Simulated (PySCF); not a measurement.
## Electronic structure of C6H7F3Si in real space

Input

```
{"job": {"kind": "nmr", "xc": "PBE0", "basis": "pcSseg-1"}, "charge": 0, "multiplicity": 1}
C      2.635139     0.671347     0.205172
Si     1.145826     0.016181    -0.726377
C      0.290892    -1.446546     0.081429
C     -0.967868    -1.067412     0.377665
C     -1.338583     0.322436     0.014361
C     -2.728097     0.794865     0.327056
F     -2.919598     2.070429    -0.004535
F     -2.988367     0.669568     1.635109
F     -3.640864     0.062611    -0.323877
C     -0.396689     1.084100    -0.575853
H      3.013041     1.597138    -0.254770
H      3.449218    -0.069827     0.196831
H      2.368408     0.883566     1.251512
H      1.496785    -0.246680    -2.156837
H      0.660036    -2.448942     0.308819
H     -1.707674    -1.714874     0.860457
H     -0.597365     2.116185    -0.868687
```

Command:

```sh
OMP_NUM_THREADS=1 python probes_run.py task.json out
```

Geometry: PBE0-D3(BJ)/def2-SVP.

The calculation used PBE0/pcSseg-1, SCF density, gas phase, non-relativistic (PySCF 2.14.0).

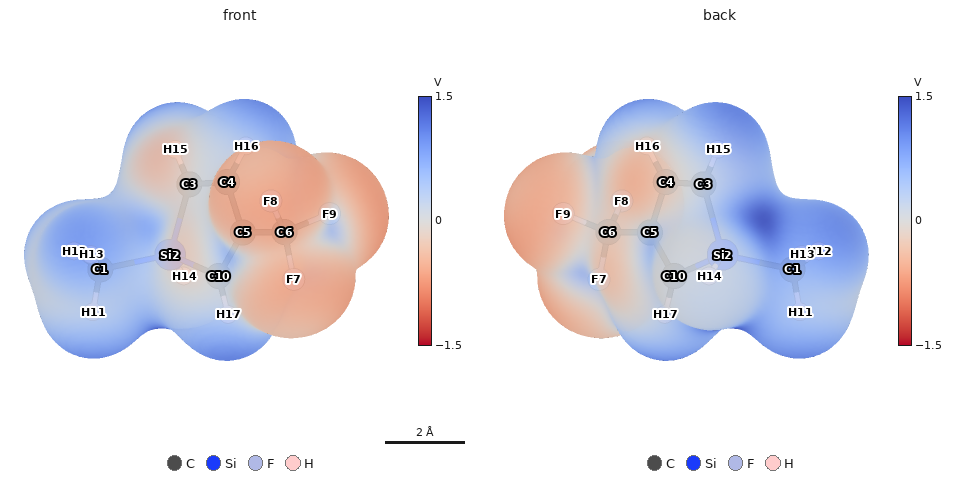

Figure 1. The electrostatic potential painted on the density surface at 0.002 e/bohr³, seen from the front and from behind; red is negative and blue positive.

**Which sites attract a positive test charge, and which a negative one?**

A positive charge is drawn to the negative regions and a negative charge to the positive ones. The most negative region (about −0.7 V) lies over F8 and F9, the most positive (about +1.3 V) over Si2.

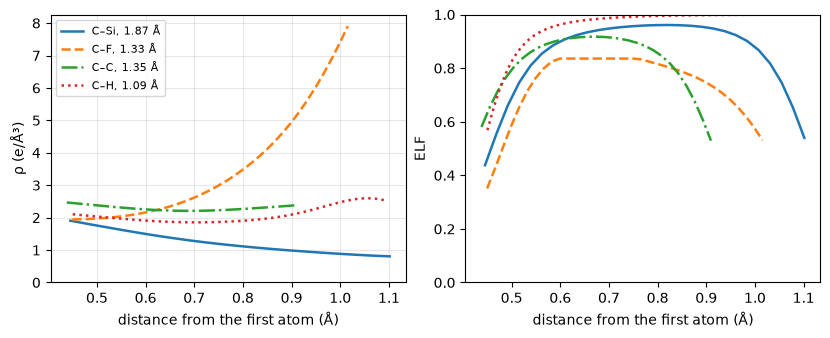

Figure 2. Electron density and electron localisation function along straight lines between neighbouring atoms. The curves leave out the atomic cores.

**What kind of bonding do the profiles show?**

C–Si (1.87 Å): the density is about 0.94 e/Å³ at the midpoint; the ELF peaks at about 0.95 between the atoms, as expected for a covalent bond.
C–F (1.33 Å): ρ at the midpoint is about 2.4 e/Å³; the ELF peaks at about 0.85 between the atoms: a shared but strongly polarised pair.
C–C (1.35 Å): ρ at the midpoint is about 2.2 e/Å³; the ELF peaks at about 0.90 between the atoms (localised, covalent bonding).
C–H (1.09 Å): ρ is about 2 e/Å³ halfway; the ELF climbs to about 1 towards the hydrogen, as it does in any bond to H: an ordinary covalent bond to hydrogen.
